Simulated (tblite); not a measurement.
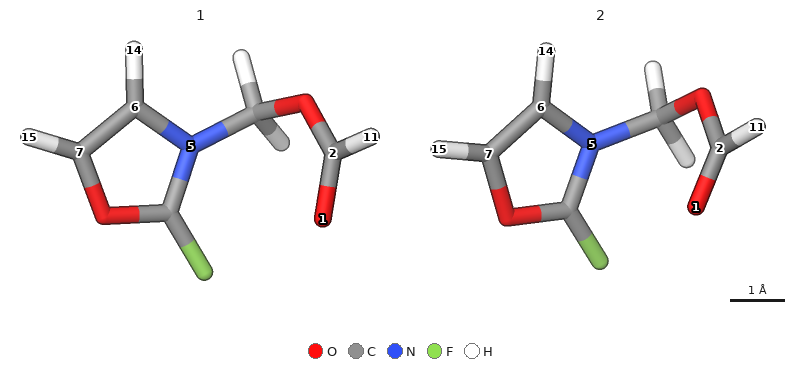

Two geometries of C₅H₅FNO₃ (charge +1), drawn at one scale. One is the start of a relaxation, the other its converged end. Style: stick. Shown face on.

These are results of GFN2-xTB geometry optimisation, gas phase in tblite, not measurements. 

> Which of the two is the end point?

Structure 2 is the relaxed one. An O atom moves most after the best rigid fit: 0.56 Å. Largest moves by element: O 0.56 Å, H 0.48 Å, F 0.45 Å, C 0.28 Å, N 0.07 Å. Some distances before and after: C–F 1.349 → 1.281 Å, C–O 1.252 → 1.190 Å, C–O 1.314 → 1.356 Å, C–O 1.327 → 1.290 Å. Bond angles that change, for instance: O–C–H 115.1° → 127.4°, O–C–H 129.1° → 118.2°, C–O–C 126.3° → 116.4°. Groups turn about C–N by about 25°. The energy falls by 78.8 kJ/mol in 75 geometry steps. Cost: 0.81 s on 1 thread of Intel(R) Xeon(R) Platinum 8259CL CPU @ 2.50GHz (shared host).
